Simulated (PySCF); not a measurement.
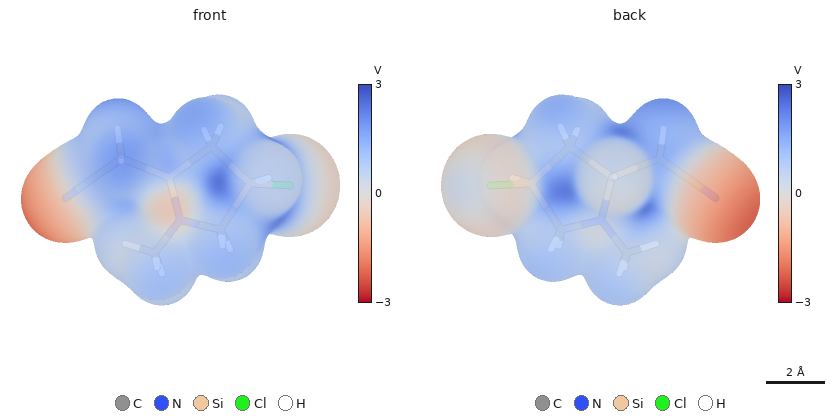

Figure 1: C5H11ClN2Si2. The molecular electrostatic potential painted on the density surface at 0.004 e/bohr³, seen from the front and from behind; the colour scale runs from red (negative) to blue (positive).

Geometry: GFN2-xTB.

Method: PBE0/pcSseg-1, SCF density, gas phase, non-relativistic (PySCF 2.14.0).

Input

```
{"job": {"kind": "nmr", "xc": "PBE0", "basis": "pcSseg-1"}, "charge": 0, "multiplicity": 1}
C     -0.091152    -1.098902    -1.852639
N     -0.343321    -0.192855    -0.757028
C     -1.538027     0.611775    -0.930048
Si    -1.696055     1.819245     0.541048
Cl    -3.450644     1.505558     1.484606
C     -0.237111     1.260021     1.608865
Si     0.285780    -0.391590     0.824467
C      2.192987    -0.540175     0.707342
C      2.559750    -1.817451     0.199727
N      2.825158    -2.852526    -0.213063
H      0.014486    -0.534884    -2.783735
H      0.825147    -1.653845    -1.671079
H     -0.910065    -1.815322    -1.977082
H     -1.462001     1.141534    -1.885473
H     -2.422463    -0.034856    -1.008044
H     -1.637146     3.215979     0.110983
H      0.567321     1.990019     1.585604
H     -0.509952     1.130840     2.651647
H     -0.216051    -1.532868     1.614724
H      2.601357     0.229650     0.052189
H      2.633084    -0.422405     1.696516
```

Command:

```sh
OMP_NUM_THREADS=1 python probes_run.py task.json out
```

Describe the electrostatic potential map.

Answer. The most negative region (about −2.1 V) lies over N10, the most positive (about +2.2 V) over Si4 and Si7. Cl5 shows a σ-hole: about +0.3 V at the tip opposite its bond, against about −0.2 V on its flanks. N10 is the likeliest acceptor of a hydrogen bond.

How polar is the molecule by this calculation?

Answer. Its dipole moment is 3.61 D.
